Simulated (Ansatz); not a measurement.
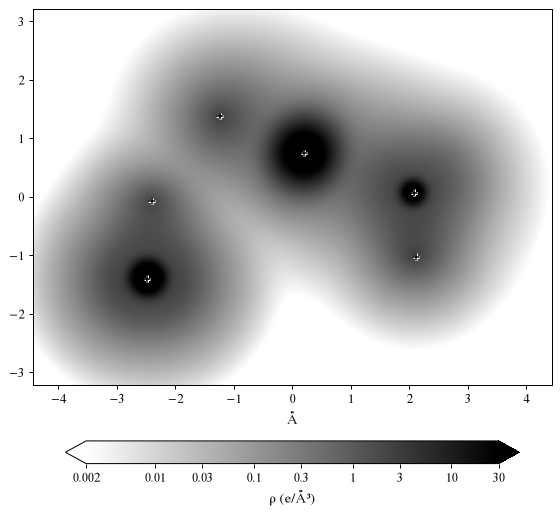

The total electron density on a plane through atoms (crosses mark nuclei in the plane).

All numbers below come from Ansatz 0.2.0, RHF/def2-SVP.

Candidates:
A. AlClF2H2S
B. AlClH2···HF
C. CH4Zn···HCl

Which system is this?

Answer. Candidate C: CH4Zn···HCl on the plane of atoms Zn1, C3 and H5, which holds Zn, Cl, C and H. Zn1···H8 (2.74 Å): the density falls to about 0.1 e/Å³ on the way. C–Zn (1.99 Å): ρ is about 0.7 e/Å³ halfway.
